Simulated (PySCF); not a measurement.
```yaml
atoms:
  - { symbol: Ir, position_ang: [0.0000, 0.0000, -0.9807] }
  - { symbol: I, position_ang: [0.0000, 0.0000, 1.4913] }
```

Core potentials replace the inner electrons of Ir and I.

All numbers below come from PySCF 2.14.0, PBE0/def2-TZVPP, non-relativistic Hamiltonian with scalar-relativistic core potentials where named, at a bond length of 2.472 Å.

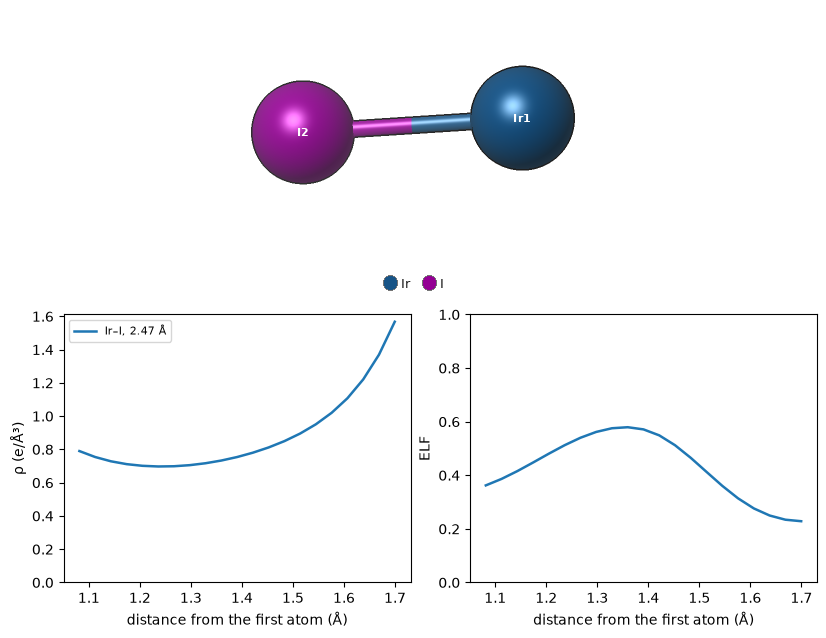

IrI (triplet). Electron density and electron localisation function along straight lines between neighbouring atoms. The curves leave out the atomic cores. The structure is drawn too.

Q: What can be read from the curves?

A: Ir–I (2.47 Å): ρ at the midpoint is about 0.7 e/Å³; the ELF peaks at about 0.60 in the valence shell of I, 1.1 Å from its nucleus, and is about 0.50 at the midpoint.
